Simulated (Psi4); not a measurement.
# ClFO2S (SMILES O=S(=O)(F)Cl): MP2/aug-cc-pVDZ (density fitting, density fitting for correlation, sweep point 6)

Aim: the energy of ClFO2S. 

Program for the calculation: Psi4 1.11.

**1. The molecule**

The species is ClFO2S (5 atoms), typed as a singlet with charge 0. SMILES: `O=S(=O)(F)Cl`. Geometry: relaxed at GFN2-xTB.

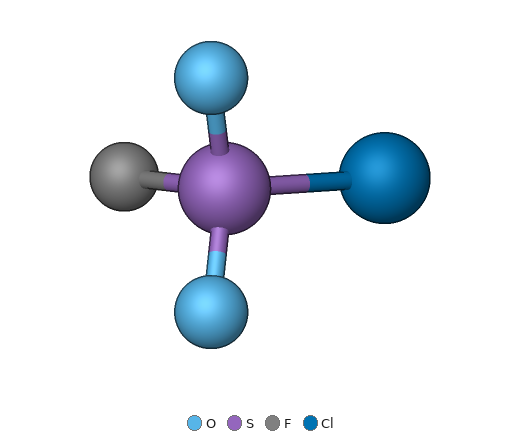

Viewed from a chosen angle; oxygen blue, sulfur purple, fluorine grey, chlorine blue.

**2. The energy at MP2/aug-cc-pVDZ (density fitting, density fitting for correlation, sweep point 6)**

Contents of calc.py:

```python
import psi4

psi4.set_memory(1600000000)
psi4.set_num_threads(1)
psi4.set_output_file('psi4.out', False)

mol = psi4.geometry("""
0 1
O     -0.106320    -0.174430     1.511240
S      0.117000    -0.138330     0.120060
O      1.169750    -0.836360    -0.505500
F     -1.260200    -0.622100    -0.592560
Cl     0.079760     1.771230    -0.533250
symmetry c1
""")

psi4.set_options({
    'basis': 'aug-cc-pVDZ',
    'scf_type': 'df',
    'num_frozen_docc': 13,
    'guess': 'sap',
})

e, wfn = psi4.energy('mp2', return_wfn=True)
print(f'total energy {e:.8f} hartree = {e * 27.211386:.5f} eV')
```

The run is started by

```
$ python calc.py
```

psi4.out:

```text
Psi4 1.11 release

   => Loading Basis Set <=

    Name: AUG-CC-PVDZ
    Role: ORBITAL
    Keyword: BASIS

         ---------------------------------------------------------
                                   SCF
                              RHF Reference
                        1 Threads,   1525 MiB Core
         ---------------------------------------------------------

  ==> Geometry <==

    Molecular point group: c1
    Full point group: C1

    Geometry (in Angstrom), charge = 0, multiplicity = 1:

       Center              X                  Y                   Z               Mass
    ------------   -----------------  -----------------  -----------------  -----------------
         O           -0.102907208734    -0.424824210486     1.595863196610    15.994914619570
         S            0.120412791266    -0.388724210486     0.204683196610    31.972071174400
         O            1.173162791266    -1.086754210486    -0.420876803390    15.994914619570
         F           -1.256787208734    -0.872494210486    -0.507936803390    18.998403162730
         CL           0.083172791266     1.520835789514    -0.448626803390    34.968852682000

  Running in c1 symmetry.

[... 87 lines left out ...]
    Weights Tolerance      =       1.00E-15
[... 14 lines left out ...]
   @DF-RHF iter   2: -1105.62382233575931   -6.10978e-01   8.14186e-03 ADIIS/DIIS
[... 2 lines left out ...]
   @DF-RHF iter   5: -1106.11898693545754   -2.01144e-03   1.26072e-04 ADIIS/DIIS
[... 2 lines left out ...]
   @DF-RHF iter   8: -1106.11922893934343   -1.90114e-06   4.35850e-06 DIIS
[... 2 lines left out ...]
   @DF-RHF iter  11: -1106.11922929281604   -3.06068e-09   8.42003e-08 DIIS
[... 2 lines left out ...]
  Energy and wave function converged.
[... 33 lines left out ...]
    Nuclear Repulsion Energy =            339.6406195014578770
[... 2 lines left out ...]
    Total Energy =                      -1106.1192292929977157
[... 16 lines left out ...]
 Dipole Z            :         -1.2283750            0.9008993           -0.3274756
[... 21 lines left out ...]
	 --------------------------------------------------------

   => Auxiliary Basis Set <=

  Basis Set: (AUG-CC-PVDZ AUX)
    Blend: AUG-CC-PVDZ-RI
    Number of shells: 122
    Number of basis functions: 400
    Number of Cartesian functions: 478
    Spherical Harmonics?: true
    Max angular momentum: 3

	 --------------------------------------------------------
	                 NBF =   123, NAUX =   400
	 --------------------------------------------------------
	   CLASS    FOCC     OCC    AOCC    AVIR     VIR    FVIR
	   PAIRS      13      29      16      94      94       0
	 --------------------------------------------------------

	-----------------------------------------------------------
	 ==================> DF-MP2 Energies <====================
	-----------------------------------------------------------
	 Reference Energy          =   -1106.1192292929977157 [Eh]
	 Singles Energy            =      -0.0000000000000000 [Eh]
	 Same-Spin Energy          =      -0.2576764600624563 [Eh]
	 Opposite-Spin Energy      =      -0.6524167683261334 [Eh]
	 Correlation Energy        =      -0.9100932283885896 [Eh]
	 Total Energy              =   -1107.0293225213863479 [Eh]
	-----------------------------------------------------------
	 ================> DF-SCS-MP2 Energies <==================
	-----------------------------------------------------------
	 SCS Same-Spin Scale       =       0.3333333333333333 [-]
	 SCS Opposite-Spin Scale   =       1.2000000000000000 [-]
	 SCS Same-Spin Energy      =      -0.0858921533541521 [Eh]
	 SCS Opposite-Spin Energy  =      -0.7829001219913601 [Eh]
	 SCS Correlation Energy    =      -0.8687922753455122 [Eh]
	 SCS Total Energy          =   -1106.9880215683431288 [Eh]
	-----------------------------------------------------------

	total time  =          1 seconds =       0.02 minutes
```

Standard output:

```text
total energy -1107.02932252 hartree = -30123.80221 eV
```

Run time: 3.6 s. Hardware: 1 thread of Intel Xeon 6975P-C (Granite Rapids), shared host; peak memory 0.28 GiB.

**3. Outcome**

Level: MP2/aug-cc-pVDZ (density fitting, density fitting for correlation, sweep point 6), 13 core orbitals frozen.

```
                                    quantity           value
                                total energy  -1107.02932 Eh
         HOMO energy (Hartree–Fock orbitals)       -14.11 eV
         LUMO energy (Hartree–Fock orbitals)         0.95 eV
       HOMO–LUMO gap (Hartree–Fock orbitals)        15.06 eV
correlation energy (13 core orbitals frozen)      -910.1 mEh
```
